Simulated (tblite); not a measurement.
Geometry relaxation of CH8Si2 (part 1 of 2)

System: CH8Si2.
Method: GFN2-xTB geometry optimisation, gas phase (tblite 0.8.0).

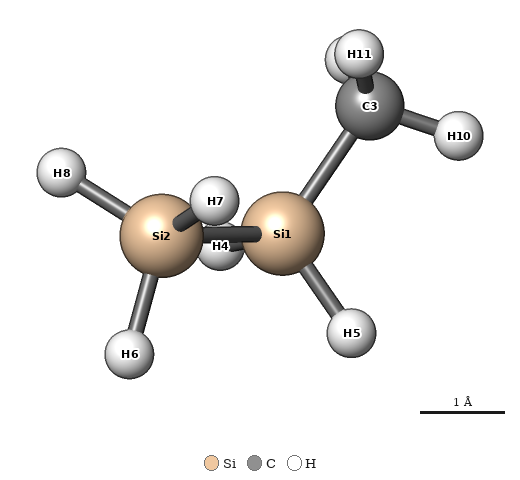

The structure as given in the input (ball-and-stick view, seen at a tilt; atoms are numbered from 1 in the order of the input). Bond lengths as drawn: C–H 1.11 to 1.13 Å, C–Si 1.86 Å, H–Si 1.45 to 1.50 Å and Si–Si 2.23 Å.

Input
```
{"job": {"kind": "relax", "xc": "GFN2-xTB", "basis": "xTB"}, "charge": 0, "multiplicity": 1}
Si    -0.230188    -0.609141    -0.433696
Si     1.743810     0.324077     0.032192
C     -1.654464     0.214131     0.436564
H     -0.178401    -2.067912    -0.078090
H     -0.370885    -0.500600    -1.892325
H      2.653785    -0.111640    -1.059664
H      1.655856     1.768991    -0.024788
H      2.304558    -0.139980     1.290581
H     -2.100502    -0.527586     1.137907
H     -2.411879     0.446844    -0.368029
H     -1.350733     1.155854     0.945399
```

The first line tells a small driver script what to run in tblite; the rest is the geometry in Å.

Run as:
```bash
OMP_NUM_THREADS=1 python <driver script> task.json out
```

The program's output
```
step      E/eV     max force
  0    -262.43505    1.335
  1    -262.52857    0.704
  2    -262.57369    0.595
  3    -262.59480    0.492
  4    -262.62952    0.329
  5    -262.64079    0.358
  6    -262.65442    0.403
  7    -262.66589    0.377
  8    -262.67670    0.378
  9    -262.68387    0.225
 10    -262.68781    0.170
 11    -262.68963    0.130
 12    -262.69079    0.125
 13    -262.69153    0.091
 14    -262.69201    0.058
 15    -262.69242    0.075
 16    -262.69287    0.074
 17    -262.69336    0.079
 18    -262.69384    0.074
 19    -262.69423    0.062
 20    -262.69444    0.038
 21    -262.69457    0.036
 22    -262.69470    0.036
 23    -262.69490    0.051
 24    -262.69514    0.055
 25    -262.69535    0.037
 26    -262.69547    0.033
 27    -262.69557    0.045
 28    -262.69572    0.070
 29    -262.69596    0.080
 30    -262.69621    0.058
 31    -262.69636    0.033
 32    -262.69645    0.026
 33    -262.69654    0.037
 34    -262.69666    0.048
 35    -262.69681    0.039
 36    -262.69695    0.042
 37    -262.69708    0.042
 38    -262.69725    0.040
 39    -262.69750    0.055
 40    -262.69777    0.048
 41    -262.69795    0.031
 42    -262.69807    0.034
 43    -262.69819    0.037
 44    -262.69840    0.052
 45    -262.69882    0.074
 46    -262.69941    0.085
 47    -262.70001    0.064
 48    -262.70054    0.047
 49    -262.70098    0.053
 50    -262.70149    0.056
 51    -262.70253    0.089
 52    -262.69892    0.306
 53    -262.70352    0.101
 54    -262.70437    0.098
 55    -262.69826    0.184
 56    -262.70481    0.055
 57    -262.70619    0.205
 58    -262.70838    0.079
 59    -262.71090    0.058
 60    -262.71207    0.098
 61    -262.71267    0.060
 62    -262.71326    0.073
 63    -262.71849    0.111
 64    -262.72102    0.103
 65    -262.72136    0.107
 66    -262.72228    0.087
 67    -262.72300    0.106
 68    -262.72441    0.147
 69    -262.72716    0.211
 70    -262.73016    0.232
 71    -262.73291    0.154
 72    -262.73414    0.084
 73    -262.73451    0.057
 74    -262.73471    0.101
 75    -262.73509    0.056
 76    -262.73562    0.031
 77    -262.73596    0.039
 78    -262.73615    0.050
 79    -262.73624    0.053
 80    -262.73635    0.047
 81    -262.73645    0.033
 82    -262.73653    0.033
 83    -262.73660    0.032
 84    -262.73667    0.028
 85    -262.73678    0.028
 86    -262.73691    0.036
 87    -262.73703    0.026
 88    -262.73711    0.021
 89    -262.73715    0.013
 90    -262.73718    0.015
 91    -262.73720    0.014
 92    -262.73722    0.015
 93    -262.73724    0.015
 94    -262.73726    0.016
 95    -262.73727    0.014
 96    -262.73728    0.007
```

Trajectory as extended XYZ (Å, eV, eV/Å), 25 frames, from step=0 to step=96
```
11
Properties=species:S:1:pos:R:3:forces:R:3 step=0 energy=-262.43505
Si   -0.2302   -0.6091   -0.4337    0.1950  -1.2370  -0.4640
Si    1.7438    0.3241    0.0322    1.0060  -0.0600  -0.3120
C    -1.6545    0.2141    0.4366   -1.2250   0.2350  -0.1810
H    -0.1784   -2.0679   -0.0781   -0.1920   0.4350  -0.2200
H    -0.3709   -0.5006   -1.8923   -0.2360  -0.1580  -0.0390
H     2.6538   -0.1116   -1.0597   -0.0270   0.2140   0.3510
H     1.6559    1.7690   -0.0248    0.1700   0.3230   0.1230
H     2.3046   -0.1400    1.2906    0.1740   0.1240   0.1510
H    -2.1005   -0.5276    1.1379    0.1370   0.9860  -0.3470
H    -2.4119    0.4468   -0.3680    0.5140  -0.0450   1.1910
H    -1.3507    1.1559    0.9454   -0.5150  -0.8160  -0.2550
11
Properties=species:S:1:pos:R:3:forces:R:3 step=4 energy=-262.62952
Si   -0.2144   -0.6568   -0.4586    0.1350   0.2050  -0.0620
Si    1.7948    0.3272    0.0201   -0.1460   0.0310   0.0860
C    -1.6649    0.1947    0.4087   -0.1740  -0.0120  -0.0070
H    -0.2056   -2.0677   -0.0964   -0.1190  -0.2420  -0.0470
H    -0.4055   -0.5268   -1.9069   -0.1590  -0.1570  -0.0840
H     2.6874   -0.0947   -1.0470    0.3200   0.0620  -0.0390
H     1.6826    1.7903   -0.0077    0.1610  -0.0550   0.0840
H     2.3308   -0.1208    1.3065    0.1150   0.1350  -0.0250
H    -2.1190   -0.4561    1.1390   -0.1440  -0.1980   0.1640
H    -2.4308    0.4645   -0.3034   -0.2000   0.0230  -0.1290
H    -1.3944    1.0991    0.9318    0.2100   0.2080   0.0590
11
Properties=species:S:1:pos:R:3:forces:R:3 step=8 energy=-262.67670
Si   -0.2096   -0.6561   -0.4749   -0.3510  -0.1150   0.0820
Si    1.8098    0.3296    0.0185    0.0790  -0.0930  -0.1340
C    -1.6928    0.1879    0.4061    0.0340   0.0560   0.0730
H    -0.2435   -2.0977   -0.1218   -0.0190   0.2160  -0.0900
H    -0.4564   -0.5744   -1.9287   -0.0370  -0.0650   0.0880
H     2.7634   -0.0663   -1.0344    0.0030   0.1110   0.1780
H     1.7309    1.7936    0.0195    0.0620  -0.0050   0.0260
H     2.3688   -0.0820    1.3100    0.0270   0.0460  -0.0360
H    -2.1512   -0.4524    1.1601    0.0900  -0.0050  -0.1440
H    -2.4775    0.4754   -0.2936    0.1170  -0.0800   0.0540
H    -1.3810    1.0955    0.9253   -0.0040  -0.0660  -0.0950
11
Properties=species:S:1:pos:R:3:forces:R:3 step=12 energy=-262.69079
Si   -0.2355   -0.6583   -0.4735    0.1130   0.0420  -0.0330
Si    1.8094    0.3211    0.0086   -0.0710   0.0020   0.0220
C    -1.6977    0.1899    0.4102    0.0200   0.0010  -0.0170
H    -0.2594   -2.0891   -0.1381   -0.0270  -0.0210   0.0160
H    -0.4791   -0.5976   -1.9245   -0.0510  -0.0100   0.0070
H     2.7934   -0.0455   -1.0133    0.0310   0.0200   0.0250
H     1.7536    1.7893    0.0303   -0.0030  -0.0380  -0.0110
H     2.3827   -0.0647    1.3037   -0.0270  -0.0130  -0.0370
H    -2.1515   -0.4571    1.1547    0.0330  -0.0120   0.0180
H    -2.4804    0.4700   -0.2885    0.0090  -0.0020  -0.0150
H    -1.3746    1.0948    0.9164   -0.0270   0.0330   0.0240
11
Properties=species:S:1:pos:R:3:forces:R:3 step=16 energy=-262.69287
Si   -0.2288   -0.6559   -0.4772   -0.0700  -0.0250  -0.0010
Si    1.8040    0.3199    0.0079    0.0570   0.0110  -0.0130
C    -1.6928    0.1913    0.4093    0.0170   0.0070   0.0060
H    -0.2664   -2.0876   -0.1381   -0.0030   0.0050   0.0110
H    -0.4926   -0.6029   -1.9235   -0.0260   0.0010  -0.0240
H     2.8023   -0.0374   -1.0027    0.0250   0.0020  -0.0040
H     1.7554    1.7841    0.0298   -0.0250   0.0420  -0.0050
H     2.3791   -0.0659    1.2978   -0.0160  -0.0350   0.0400
H    -2.1426   -0.4593    1.1545    0.0350   0.0040  -0.0080
H    -2.4769    0.4673   -0.2901    0.0150  -0.0140  -0.0020
H    -1.3797    1.0994    0.9183   -0.0080   0.0030  -0.0010
11
Properties=species:S:1:pos:R:3:forces:R:3 step=20 energy=-262.69444
Si   -0.2303   -0.6570   -0.4831    0.0210   0.0220  -0.0090
Si    1.8084    0.3215    0.0059   -0.0240  -0.0070  -0.0010
C    -1.6863    0.1948    0.4095    0.0010  -0.0070  -0.0030
H    -0.2741   -2.0869   -0.1347    0.0060   0.0120  -0.0010
H    -0.5120   -0.6078   -1.9282    0.0020  -0.0030   0.0120
H     2.8177   -0.0298   -0.9948    0.0240  -0.0030  -0.0160
H     1.7505    1.7876    0.0279   -0.0130  -0.0030   0.0060
H     2.3703   -0.0757    1.3006   -0.0260  -0.0070   0.0080
H    -2.1267   -0.4611    1.1545   -0.0080   0.0020   0.0080
H    -2.4713    0.4619   -0.2920   -0.0130  -0.0060   0.0180
H    -1.3853    1.1056    0.9204    0.0300   0.0000  -0.0220
11
Properties=species:S:1:pos:R:3:forces:R:3 step=24 energy=-262.69514
Si   -0.2279   -0.6535   -0.4867   -0.0190  -0.0250   0.0060
Si    1.8087    0.3208    0.0034    0.0480   0.0050  -0.0150
C    -1.6834    0.1943    0.4094   -0.0060   0.0030   0.0030
H    -0.2739   -2.0819   -0.1334    0.0130   0.0020  -0.0040
H    -0.5183   -0.6098   -1.9282    0.0040   0.0020  -0.0230
H     2.8277   -0.0275   -0.9948   -0.0320   0.0170   0.0410
H     1.7437    1.7878    0.0290    0.0010  -0.0250   0.0060
H     2.3574   -0.0820    1.3038   -0.0240   0.0070  -0.0230
H    -2.1217   -0.4604    1.1571    0.0170   0.0140   0.0160
H    -2.4732    0.4581   -0.2875   -0.0100   0.0050   0.0010
H    -1.3782    1.1074    0.9140    0.0070  -0.0060  -0.0070
11
Properties=species:S:1:pos:R:3:forces:R:3 step=28 energy=-262.69572
Si   -0.2285   -0.6537   -0.4913    0.0020   0.0000  -0.0200
Si    1.8112    0.3202   -0.0006   -0.0690  -0.0110   0.0100
C    -1.6811    0.1946    0.4090    0.0020   0.0030  -0.0030
H    -0.2723   -2.0794   -0.1331    0.0120  -0.0240  -0.0040
H    -0.5253   -0.6126   -1.9326    0.0120   0.0020  -0.0040
H     2.8361   -0.0215   -0.9876    0.0210  -0.0060  -0.0160
H     1.7390    1.7845    0.0313    0.0060   0.0170   0.0030
H     2.3423   -0.0865    1.3033    0.0050  -0.0030   0.0140
H    -2.1123   -0.4568    1.1634    0.0100   0.0080   0.0160
H    -2.4765    0.4553   -0.2830   -0.0030   0.0010   0.0060
H    -1.3715    1.1090    0.9074    0.0020   0.0130  -0.0010
11
Properties=species:S:1:pos:R:3:forces:R:3 step=32 energy=-262.69645
Si   -0.2330   -0.6572   -0.5009    0.0050  -0.0080   0.0010
Si    1.8023    0.3175   -0.0042    0.0130   0.0090   0.0100
C    -1.6778    0.1959    0.4085    0.0130   0.0040   0.0080
H    -0.2636   -2.0824   -0.1345   -0.0090  -0.0040  -0.0220
H    -0.5274   -0.6138   -1.9420   -0.0030  -0.0080  -0.0030
H     2.8452   -0.0152   -0.9794   -0.0230  -0.0020   0.0100
H     1.7335    1.7826    0.0353   -0.0020   0.0050  -0.0020
H     2.3213   -0.0927    1.3044    0.0040  -0.0010   0.0040
H    -2.0961   -0.4476    1.1769   -0.0030  -0.0030  -0.0060
H    -2.4824    0.4524   -0.2748    0.0010  -0.0130   0.0170
H    -1.3610    1.1135    0.8969    0.0030   0.0210  -0.0160
11
Properties=species:S:1:pos:R:3:forces:R:3 step=36 energy=-262.69695
Si   -0.2335   -0.6608   -0.5071   -0.0100   0.0180   0.0140
Si    1.7975    0.3187   -0.0019    0.0120   0.0050   0.0090
C    -1.6715    0.1979    0.4103   -0.0090  -0.0050  -0.0120
H    -0.2624   -2.0869   -0.1438   -0.0150   0.0010  -0.0180
H    -0.5298   -0.6177   -1.9483   -0.0020  -0.0020   0.0080
H     2.8442   -0.0126   -0.9723   -0.0100  -0.0060  -0.0020
H     1.7300    1.7842    0.0372   -0.0050  -0.0050   0.0040
H     2.3113   -0.0966    1.3073    0.0030   0.0070   0.0050
H    -2.0858   -0.4423    1.1841    0.0330   0.0170   0.0180
H    -2.4852    0.4460   -0.2646    0.0010  -0.0060  -0.0220
H    -1.3539    1.1232    0.8852    0.0020  -0.0240  -0.0040
11
Properties=species:S:1:pos:R:3:forces:R:3 step=40 energy=-262.69777
Si   -0.2362   -0.6632   -0.5175    0.0350  -0.0170  -0.0220
Si    1.7908    0.3208    0.0037   -0.0390  -0.0270  -0.0050
C    -1.6621    0.2001    0.4093   -0.0080   0.0000   0.0020
H    -0.2653   -2.0934   -0.1677   -0.0160   0.0150   0.0030
H    -0.5380   -0.6261   -1.9583    0.0040   0.0250   0.0170
H     2.8435   -0.0076   -0.9578    0.0200  -0.0120  -0.0250
H     1.7198    1.7853    0.0436   -0.0050   0.0080   0.0110
H     2.2885   -0.1027    1.3154    0.0150   0.0140   0.0200
H    -2.0501   -0.4249    1.2078    0.0030  -0.0070   0.0150
H    -2.4920    0.4304   -0.2519   -0.0080  -0.0160  -0.0100
H    -1.3378    1.1344    0.8594   -0.0010   0.0180  -0.0050
11
Properties=species:S:1:pos:R:3:forces:R:3 step=44 energy=-262.69840
Si   -0.2333   -0.6653   -0.5192   -0.0390   0.0170   0.0200
Si    1.7872    0.3191    0.0087    0.0520   0.0080  -0.0020
C    -1.6596    0.1998    0.4090    0.0090  -0.0050   0.0030
H    -0.2729   -2.0953   -0.1791   -0.0080  -0.0220   0.0170
H    -0.5353   -0.6208   -1.9574    0.0010   0.0300  -0.0260
H     2.8361   -0.0130   -0.9603   -0.0070   0.0050   0.0170
H     1.7158    1.7861    0.0475   -0.0030  -0.0350   0.0040
H     2.2914   -0.0977    1.3224   -0.0020   0.0160  -0.0190
H    -2.0389   -0.4200    1.2169    0.0070   0.0130  -0.0140
H    -2.4939    0.4198   -0.2512    0.0070  -0.0210   0.0180
H    -1.3355    1.1403    0.8486   -0.0190  -0.0060  -0.0200
```
